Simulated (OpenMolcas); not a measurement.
## Excited-state calculation, with input and output: SnO (part 1 of 2)

The run: excited-state calculation of SnO (tin(ii) oxide), SMILES [O]=[Sn]. Method and program: CIS/ANO-R1, RHF, sfX2C (OpenMolcas 26.06).

The geometry comes from this level: GFN2-xTB.

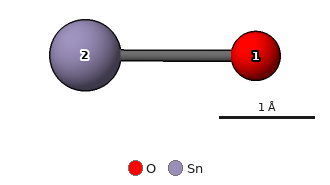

Figure 1. The structure (ball-and-stick view, seen at a tilt; atoms are numbered from 1 in the order of the input). Sticks mark near contacts.

**Results in brief**

```tsv
quantity	value
outcome	converged
total energy	−6248.731032 hartree
basis functions	57
hardware	1 thread of AMD EPYC (Zen 4), 16 GiB of memory available, shared host
wall time	6.3 s
peak memory	0.41 GiB
```

**Input**
```
>>> EXPORT MOLCAS_PRINT=2
&GATEWAY
Coord
2
bohr
O      0.00000000     0.00000000     0.00000000
Sn     0.00000000     0.00000000     3.40827224
Basis
ANO-R1
Group
NoSym
&SEWARD
&RASSCF
FileOrb
$CurrDir/step1.ScfOrb
Spin
1
Nactel
20 1 1
Inactive
19
Ras1
10
Ras2
0
Ras3
28
CIRoot
3 3 1
OrbListing
Nothing
OrbAppear
Compact
CIOnly
```

Launched with:
```bash
export MOLCAS_MEM=1860
pymolcas step2.inp > step2.log
```

**What the program printed**
```
--- Start Module: gateway ---

                                              &GATEWAY

                       available to each process: 1.9 GB of memory, 1 thread

++    Symmetry information:
      ---------------------

                    Character Table for C1

                             E
                    a        1  x, y, xy, Rz, z, xz, Ry, yz, Rx, I
--

++    Basis set information:
      ----------------------

      Basis set label: O.ANO-R...3S2P1D.

      Electronic valence basis set:
      ------------------
      Associated Effective Charge   8.000000 au
      Associated Actual Charge      8.000000 au
      Nuclear Model: Finite nucleus - Gaussian distribution
        Gaussian exponent, Xi/bohr**(-2):  5.86314E+08

      Shell  nPrim  nBasis  Cartesian Spherical Contaminant
         s      13       3        X
         p       8       2        X
         d       4       1                 X

      Basis set label: SN.ANO-R...6S5P3D1F.

      Electronic valence basis set:
      ------------------
      Associated Effective Charge  50.000000 au
      Associated Actual Charge     50.000000 au
      Nuclear Model: Finite nucleus - Gaussian distribution
        Gaussian exponent, Xi/bohr**(-2):  1.90677E+08

      Shell  nPrim  nBasis  Cartesian Spherical Contaminant
         s      23       6        X
         p      18       5        X
         d      12       3                 X
         f       6       1                 X
--

++    Molecular structure info:
      -------------------------

                    ************************************************
                    **** Cartesian Coordinates / bohr, angstrom ****
                    ************************************************

     Center  Label                x              y              z                     x              y              z
        1      O1               0.000000       0.000000       0.000000              0.000000       0.000000       0.000000
        2      SN2              0.000000       0.000000       3.408272              0.000000       0.000000       1.803580
--

            Nuclear Potential Energy            117.36151687 au

--- Stop Module: gateway /rc=_RC_ALL_IS_WELL_ ---

--- Start Module: seward ---

                                              &SEWARD

                       available to each process: 1.9 GB of memory, 1 thread

               SEWARD will generate:
                  Multipole Moment integrals up to order  2
                  Kinetic Energy integrals
                  Nuclear Attraction integrals (finite nuclei - Gaussian type)
                  One-Electron Hamiltonian integrals
                  Velocity integrals
                  Relativistic X2C integrals
                  Orbital angular momentum around (  0.0000   0.0000   3.0071 )
                  Velocity quadrupole around (  0.0000   0.0000   3.0071 )
                  Atomic mean-field integrals
                  Two-Electron Repulsion integrals

                   Integrals are discarded if absolute value <: 1.00E-14
                   Integral cutoff threshold is set to       <: 1.00E-16

            Nuclear Potential Energy            117.36151687 au

      Basis set specifications :
      Symmetry species         a
      Basis functions           57

--- Stop Module: seward /rc=_RC_ALL_IS_WELL_ ---
--- Module seward spent 3 seconds ---

--- Start Module: rasscf ---

                                              &RASSCF

                       available to each process: 1.9 GB of memory, 1 thread

      Header of the ONEINT file:
      --------------------------

      OrdInt status: non-squared

      Cartesian coordinates in angstrom:
      -----------------------------------------------------
      No.  Label        X            Y            Z
      -----------------------------------------------------
       1   O1         0.00000000   0.00000000   0.00000000
       2   SN2        0.00000000   0.00000000   1.80358000
      -----------------------------------------------------
      Nuclear repulsion energy =  117.36151687

++    Wave function specifications:
      -----------------------------

      Number of closed shell electrons          38
      Number of electrons in active shells      20
      Max number of holes in RAS1 space          1
      Max nr of electrons in RAS3 space          1
      Number of inactive orbitals               19
      Number of active orbitals                 38
      Number of secondary orbitals               0
      Spin quantum number                      0.0
      State symmetry                             1
--

++    Orbital specifications:
      -----------------------

      Symmetry species                           1
                                                 a
      Frozen orbitals                            0
      Inactive orbitals                         19
      Active orbitals                           38
      RAS1 orbitals                             10
      RAS2 orbitals                              0
      RAS3 orbitals                             28
      Secondary orbitals                         0
      Deleted orbitals                           0
      Number of basis functions                 57
--

++    CI expansion specifications:
      ----------------------------

      Number of CSFs                           281
      Number of spin combinations              281
      Number of determinants                   561
      Number of root(s) required                 3
      Root chosen for geometry opt.              3
      CI roots used                              1     2     3
      weights                                0.333 0.333 0.333
      highest root included in the CI            3
      max. size of the explicit Hamiltonian    200
--

++    Optimization specifications:
      ----------------------------

      RASSCF algorithm: Conventional
      Maximum number of macro iterations       200
      Maximum number of SX iterations          100
      Threshold for RASSCF energy            1.000E-08
      Threshold for max MO rotation          1.000E-01
      Threshold for max BLB element          1.000E-04
      Level shift parameter                  5.000E-01
      Make Quasi-Newton update
--

      The MO-coefficients are taken from the file:
      step1.ScfOrb
      Title: SCF orbitals

      Total molecular charge    0.00

      ************************************************************************************************************************
      *                                            Wave function control section                                             *
      ************************************************************************************************************************

                                         CASCI only, no orbital optimization will be done.
                                         -------------------------------------------------

          iter iter root      energy       change     param      element    value   shift minimum  type update hh:mm:ss
 Nr of preliminary CI iterations:   5
        1   1    0    0 -6248.63127025    0.00E+00   0.00E+00   28  31 1  7.92E-02*  0.00   0.00    SX    NO    0:00:00

      ************************************************************************************************************************
                                                      Wave function printout:
                       occupation of active orbitals, and spin coupling of open shells (u,d: Spin up or down)
      ************************************************************************************************************************

      Note: transformation to natural orbitals
      has been made, which may change the order of the CSFs.

      printout of CI-coefficients larger than  0.05 for root  1
      energy=   -6248.731032
      conf/sym  11111111111111111111111111111111111111     Coeff  Weight
             1  22222222220000000000000000000000000000  -1.00000 1.00000

      printout of CI-coefficients larger than  0.05 for root  2
      energy=   -6248.585732
      conf/sym  11111111111111111111111111111111111111     Coeff  Weight
             3  22222222u2d000000000000000000000000000  -0.69008 0.47621
             4  2222222u22d000000000000000000000000000  -0.12642 0.01598
            13  22222222u20d00000000000000000000000000  -0.12642 0.01598
            14  2222222u220d00000000000000000000000000   0.69008 0.47621
            56  22222222u20000000000d00000000000000000  -0.06360 0.00405
            83  2222222u2200000000000d0000000000000000  -0.06360 0.00405

      printout of CI-coefficients larger than  0.05 for root  3
      energy=   -6248.577047
      conf/sym  11111111111111111111111111111111111111     Coeff  Weight
             2  222222222ud000000000000000000000000000   0.97346 0.94762
             5  222222u222d000000000000000000000000000   0.19284 0.03719
            26  222222222u000000d000000000000000000000   0.06884 0.00474
            30  222222222u0000000000d00000000000000000   0.05157 0.00266

      Natural orbitals and occupation numbers for root  1
      sym 1:   2.000000   2.000000   2.000000   2.000000   2.000000   2.000000   2.000000   2.000000   2.000000   2.000000
              -0.000000  -0.000000  -0.000000  -0.000000  -0.000000  -0.000000  -0.000000  -0.000000  -0.000000  -0.000000
              -0.000000  -0.000000  -0.000000  -0.000000  -0.000000  -0.000000  -0.000000  -0.000000   0.000000   0.000000
              -0.000000  -0.000000  -0.000000   0.000000   0.000000  -0.000000  -0.000000  -0.000000

      Natural orbitals and occupation numbers for root  2
      sym 1:   2.000000   1.999995   1.999995   1.999977   1.999977   2.000000   2.000000   1.500028   1.500028   2.000000
               0.499972   0.499972  -0.000000   0.000000   0.000000  -0.000000  -0.000000   0.000000   0.000005   0.000005
               0.000023   0.000023   0.000000  -0.000000  -0.000000   0.000000  -0.000000   0.000000   0.000000   0.000000
               0.000000  -0.000000   0.000000  -0.000000   0.000000   0.000000  -0.000000   0.000000

      Natural orbitals and occupation numbers for root  3
      sym 1:   1.999978   1.999941   1.999823   1.999874   1.999952   1.999699   1.998203   1.999505   1.999936   1.003090
               0.996910  -0.000000  -0.000000   0.000495  -0.000000   0.000177   0.000301   0.000126   0.000064   0.000000
               0.001797   0.000000   0.000000   0.000000  -0.000000  -0.000000  -0.000000   0.000000  -0.000000   0.000059
              -0.000000   0.000048   0.000000   0.000000  -0.000000   0.000022  -0.000000   0.000000

      ************************************************************************************************************************
      *                                                    Final results                                                     *
      ************************************************************************************************************************

++    Final optimization conditions:
      ------------------------------
```
